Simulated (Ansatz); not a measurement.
## Electronic structure of SiH₄···HCl in real space

Input file:

```
crystal:
  periodic: [false, false, false]
  atoms:
    - { symbol: Si, position_ang: [0.0, 0.0, 0.0] }
    - { symbol: Cl, position_ang: [0.0, 0.0, 2.48] }
    - { symbol: H, position_ang: [1.3768, 0.0, -0.4862] }
    - { symbol: H, position_ang: [-0.6877, 1.1914, -0.4862] }
    - { symbol: H, position_ang: [-0.6877, -1.1914, -0.4862] }
    - { symbol: H, position_ang: [-1.6702, 0.0, 0.555] }
    - { symbol: H, position_ang: [-1.4379, 0.0, 1.5063] }
basis:
  gaussian: { orbitals: def2-SVP }
hamiltonian:
  xc: pbe
  dispersion: d4
relax:
  f_tol: 0.15
  max_steps: 25
  restrain:
    - { distance: [0, 5], at: 1.46, k: 30.0 }
    - { distance: [6, 1], at: 1.37, k: 30.0 }
    - { distance: [0, 1], at: 3.33, k: 30.0 }
    - { distance: [6, 5], at: 1.86, k: 30.0 }
output:
  orbitals: {}
```

Launched as:

```sh
ansatz run input.yaml --threads 1 --pin off --max-ram 2048MiB --backend cpu --events-out ev --progress --plain --runs-dir out
```

The fields are those of the run's last geometry, not of the input's.

Not at a stationary point (largest force 1.1 eV/Å).

The calculation used RKS PBE-D4/def2-SVP (Ansatz 0.2.0).

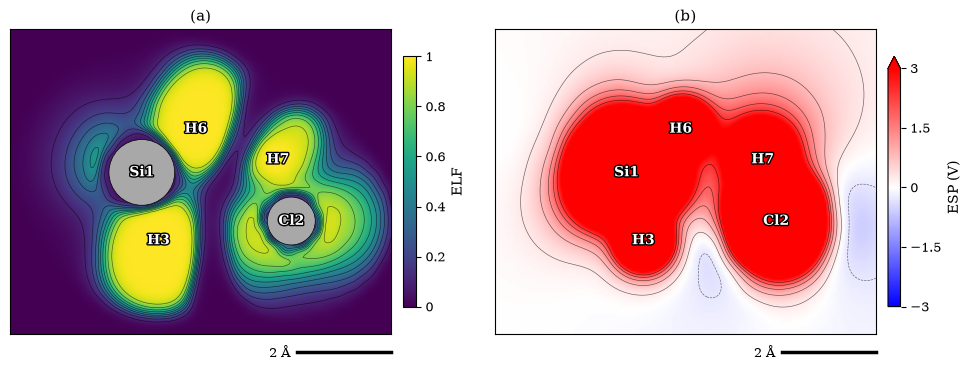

Figure 1. (a) electron localisation function; (b) electrostatic potential on the plane of atoms H3, Si1 and H6. Grey discs cover the atomic cores in the ELF map.

Interpret the plot.

Answer. Atoms in the plane: Si, Cl and H.
H6···H7 (1.86 Å): the ELF dips to about 0.10 between them.
Cl–H (1.34 Å): the ELF climbs to about 1 towards the hydrogen, as it does in any bond to H.
Si–H (1.48 Å): the ELF climbs to about 1 towards the hydrogen.
The ELF also peaks beside Cl2, away from the bonds: lone-pair regions.
Outside the dense part of the complex the potential is most negative (−0.6 V) near Cl2.

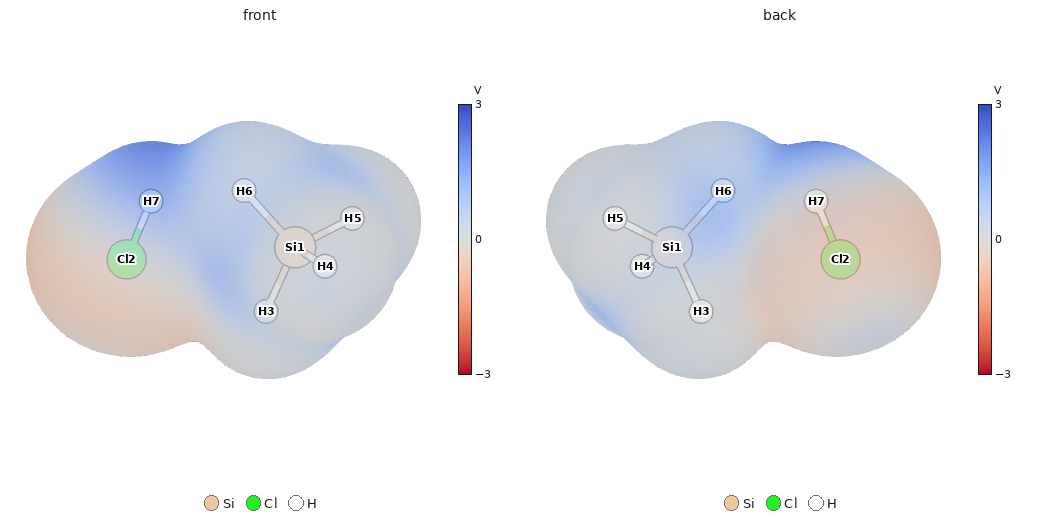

Figure 2. The electrostatic potential painted on the density surface at 0.002 e/bohr³, seen from the front and from behind; red is negative and blue positive.

Describe the electrostatic potential map.

Answer. The most negative region (about −0.5 V, or −12 kcal/mol for a unit charge) lies over Cl2, the most positive (about +2.0 V, or +46 kcal/mol for a unit charge) over H7. Cl2 shows a σ-hole: about +0.3 V, or +7 kcal/mol for a unit charge at the tip opposite its bond, against about −0.4 V, or −9 kcal/mol for a unit charge on its flanks.

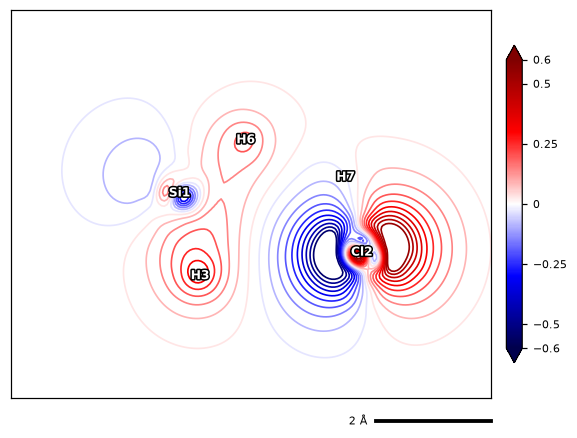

Figure 3. One frontier orbital on the plane of atoms H3, Si1 and H6 (values in Å⁻³ᐟ²; the overall sign is arbitrary).

Which orbital is it: HOMO or LUMO?

Answer. The HOMO, at −7.21 eV. It lies mainly on Cl2 (about 75 %) and Si1 (about 10 %); largely a lone pair of Cl2.
